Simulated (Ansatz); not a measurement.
# H3O+ (oxonium) at CAM-B3LYP/3-21G

Aim: the vertical singlet–triplet gap of H3O+ (oxonium) at CAM-B3LYP/3-21G, from 2 runs. 

The results are computed with Ansatz 0.2.0.

### Step 1. The system as given

The species is H3O+ (4 atoms), meant as a singlet with charge +1. SMILES: `[OH3+]`. The shape is that of a GFN2-xTB optimisation.

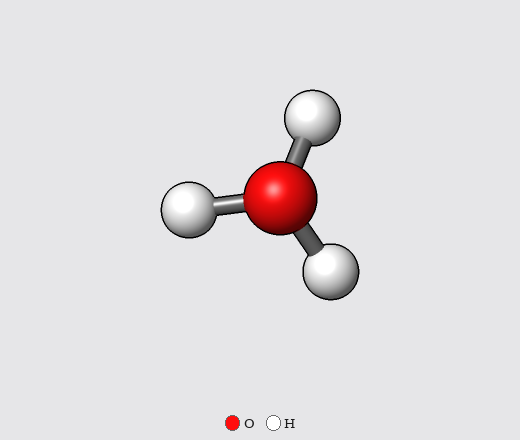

Viewed from a chosen angle; oxygen red, hydrogen white.

### Step 2. A single-point energy at CAM-B3LYP/3-21G

Input file input.yaml:

```yaml
crystal:
  periodic: [false, false, false]
  atoms:
    - {symbol: O, position_ang: [0.196050, -0.061020, -0.056900]}
    - {symbol: H, position_ang: [0.214230, 0.919440, 0.016470]}
    - {symbol: H, position_ang: [-0.413410, -0.366620, -0.765680]}
    - {symbol: H, position_ang: [0.003130, -0.491800, 0.806120]}
basis:
  gaussian:
    orbitals: 3-21G.json
accuracy: high
hamiltonian:
  xc: {name: CAM-B3LYP}
total_charge: 1
```

The basis set 3-21G is read from a file made from the Basis Set Exchange's data (not shown).

Command:

```console
ansatz run input.yaml --threads 1 --pin off --max-ram 2610MiB --events-out events.jsonl --progress --plain --runs-dir runs
```

Log:

```text
Warning: RAYON_NUM_THREADS=1 ignored (pool sized by the plan → 1); use --threads N
Functional definition: CAM-B3LYP
  name "CAM-B3LYP"
  parameter alpha = 0.19
  parameter beta = 0.46
  parameter omega = 0.33/bohr
  parameter ac = 0.81
  exchange = (1 - alpha - beta)*b88_x + beta*b88_x_sr(omega) + alpha*exact_x + beta*exact_x_lr(omega)
  correlation = (1 - ac)*vwn5_c + ac*lyp_c
233 factors; integrals over basis functions are off by at most 3.4e-9 eV
113 factors; integrals over basis functions are off by at most 1.0e-9 eV
mean field evaluation 1: about -2065.9677 eV, gradient 7.9e1 eV
mean field evaluation 2: about -2066.0378 eV, gradient 7.6e1 eV
mean field evaluation 4: about -2074.7508 eV, gradient 1.9e-1 eV
mean field evaluation 8: about -2074.7409 eV, gradient 1.2e-3 eV
mean field evaluation 16: about -2074.7409 eV, gradient 7.9e-9 eV
mean field -2074.74090548 eV, -76.2453219664 hartree, gradient 7.9e-9 eV, S^2 0.000000; 0 other end points of the search recorded, 0 dependent functions left out
reference -2074.74091446 eV, -76.2453222964 hartree; 5, 5 occupied and 10, 10 virtual orbitals, 233 factors
Total energy: -2074.74091446 eV, -76.2453222964 hartree
```

Wall time 0.22 s (1 thread of AMD EPYC 9R45 (Zen 5), shared host).

### Step 3. The triplet, same level

Changes to input.yaml since step 2:

```diff
@@ -1 +1,3 @@
+basis:
+  gaussian: {orbitals: 3-21G.json}
 crystal:
@@ -7,8 +9,5 @@
     - {symbol: H, position_ang: [0.003130, -0.491800, 0.806120]}
-basis:
-  gaussian:
-    orbitals: 3-21G.json
+total_charge: 1
 accuracy: high
-hamiltonian:
-  xc: {name: CAM-B3LYP}
-total_charge: 1
+hamiltonian: {xc: {name: CAM-B3LYP}}
+magnetization: {spin_polarized: true, initial_magnetization: 2}
```

The basis set 3-21G is read from a file made from the Basis Set Exchange's data (not shown).

Command:

```console
ansatz run input.yaml --threads 1 --pin off --max-ram 2610MiB --events-out events.jsonl --progress --plain --runs-dir runs
```

Log, shortened:

```text
Warning: RAYON_NUM_THREADS=1 ignored (pool sized by the plan → 1); use --threads N
[... 8 set-up lines as earlier in the session ...]
233 factors; integrals over basis functions are off by at most 3.4e-9 eV
113 factors; integrals over basis functions are off by at most 1.0e-9 eV
mean field evaluation 1: about -2061.0540 eV, gradient 3.0e1 eV
mean field evaluation 2: about -2061.9059 eV, gradient 2.5e1 eV
mean field evaluation 4: about -2063.7357 eV, gradient 3.6e-1 eV
mean field evaluation 8: about -2063.7301 eV, gradient 1.8e-3 eV
mean field evaluation 16: about -2063.7301 eV, gradient 7.4e-7 eV
mean field -2063.73013697 eV, -75.8406836869 hartree, gradient 7.8e-8 eV, S^2 2.000314; 0 other end points of the search recorded, 0 dependent functions left out
reference -2063.73014643 eV, -75.8406840347 hartree; 6, 4 occupied and 9, 11 virtual orbitals, 233 factors
Total energy: -2063.73014643 eV, -75.8406840347 hartree
```

Wall time 0.38 s (1 thread of AMD EPYC 9R45 (Zen 5), shared host).

### Step 4. What came out

Level: CAM-B3LYP/3-21G.

```
                                        quantity         value
                           singlet: total energy  -76.24532 Eh
                           triplet: total energy  -75.84068 Eh
                                   triplet: ⟨S²⟩         2.000
vertical energy of the triplet above the singlet     11.011 eV
```

In words: At this shape the triplet lies 11.01 eV (1062 kJ/mol) above the singlet.
